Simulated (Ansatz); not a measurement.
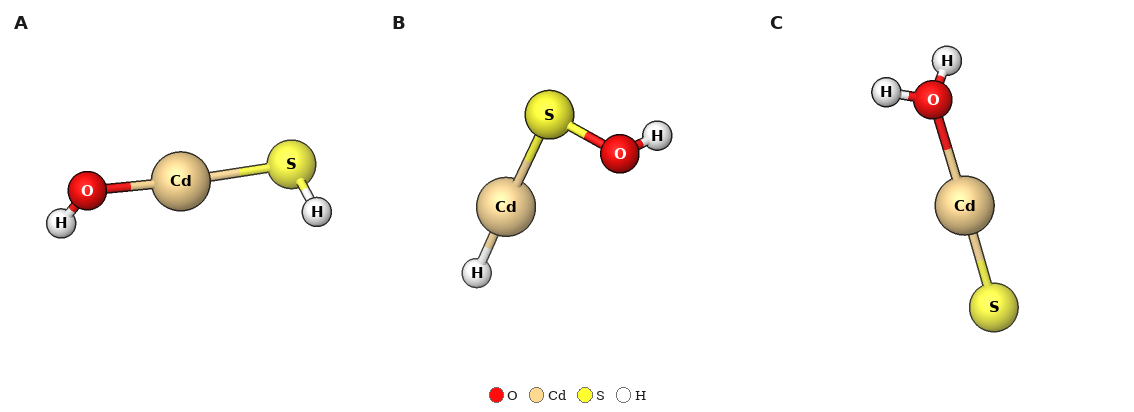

3 stationary structures of one formula. Geometries: PBE0-D4/def2-TZVP. Electronic energies: RHF-CCSD(T) (frozen core)/def2-TZVPP (Ansatz 0.2.0), without zero-point energy. No frequency run is at hand to confirm each as a minimum.

### Which is lowest in energy, and by how much?

A is lowest; C lies 1.233 eV above it, B lies 1.601 eV above it (C1).
